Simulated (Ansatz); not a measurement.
ClH₄InKOSi (charge +1)

```yaml
atoms:
  - { symbol: Cl, position_ang: [-2.3763, -0.4464, -2.4211] }
  - { symbol: In, position_ang: [-3.6595, -2.1886, -3.8535] }
  - { symbol: K, position_ang: [-0.8191, 1.9157, -1.3765] }
  - { symbol: O, position_ang: [-1.3899, 0.2700, 0.5298] }
  - { symbol: Si, position_ang: [-1.2741, -0.0906, 2.1902] }
  - { symbol: H, position_ang: [-0.5409, -1.3698, 2.3824] }
  - { symbol: H, position_ang: [-2.6333, -0.1797, 2.7864] }
  - { symbol: H, position_ang: [-1.8666, -0.3754, -0.0221] }
  - { symbol: H, position_ang: [-0.5144, 1.0547, 2.7509] }
```

Geometry: B3LYP-D3(BJ)/def2-SVP; core potentials replace the inner electrons of In.

The calculation used isolated molecule in a Gaussian basis; Kohn-Sham density functional theory, functional PBE0 in Ansatz.

> What will maps of the electron density and electron localisation function show?

Si–O (1.70 Å): ρ at the midpoint is about 1 e/Å³; the ELF peaks at about 0.90 between the atoms; a polar covalent bond.
K–O (2.58 Å): ρ at the midpoint is about 0.15 e/Å³; the ELF is about 0.05 at the midpoint; a largely ionic contact.
In–Cl (2.59 Å): the density is about 0.34 e/Å³ at the midpoint; the ELF peaks at about 0.85 in the valence shell of Cl, 0.8 Å from its nucleus, and drops to about 0.15 between the two atoms.
K–Cl (3.02 Å): ρ is about 0.11 e/Å³ halfway; the ELF peaks at about 0.85 in the valence shell of Cl, 0.9 Å from its nucleus, and is about 0.05 at the midpoint; an ionic contact with no shared pair.

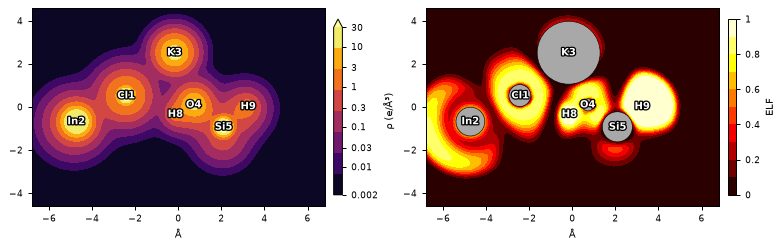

Computed electron density and electron localisation function on the plane of atoms K3, O4 and H8, in this order. Grey discs cover the atomic cores in the ELF map. 
